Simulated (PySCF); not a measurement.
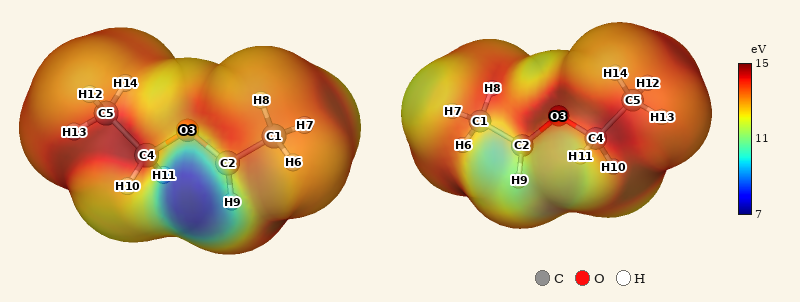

Figure. C4H9O, doublet, SMILES `C[CH]OCC`. Average local ionisation energy on the surface of electron density 0.001 a.u. (back view left, front view right).

Method: M06-2X/aug-cc-pVDZ; geometry: GFN2-xTB; program: PySCF. No frequency check shows the geometry to be a minimum. The stability of the open-shell solution wasn't checked. GFN2-xTB doesn't know the spin state, so this open-shell geometry is rough.

Geometry (Å), atoms numbered from 1:

```
C1       2.4363    0.3325   -0.0338
C2       1.1953   -0.4674    0.0828
O3       0.0174    0.2354    0.0558
C4      -1.1596   -0.5336   -0.0026
C5      -2.3535    0.4076   -0.0276
H6       3.2601   -0.1762    0.4647
H7       2.7327    0.4956   -1.0784
H8       2.2816    1.3063    0.4241
H9       1.1671   -1.4985   -0.2379
H10     -1.2146   -1.1981    0.8731
H11     -1.1494   -1.1650   -0.9048
H12     -2.3560    1.0246    0.8667
H13     -3.2759   -0.1646   -0.0711
H14     -2.2955    1.0582   -0.8960
```

### Locate the minima of the map.

The lowest value is 7.6 eV, 2.1 Å from C2. Further minima include 10.3 eV, 1.7 Å from H9; 11.8 eV, 1.4 Å from H7; 11.8 eV, 1.9 Å from O3. For comparison, the highest occupied orbital lies at −5.8 eV.

### What volume does the surface enclose, and what is the dipole moment?

About 121 Å³; the dipole moment is 1.0 D.

Run time: 3.1 min on 1 thread of Arm Neoverse V2 (shared host), peak memory 0.92 GiB.
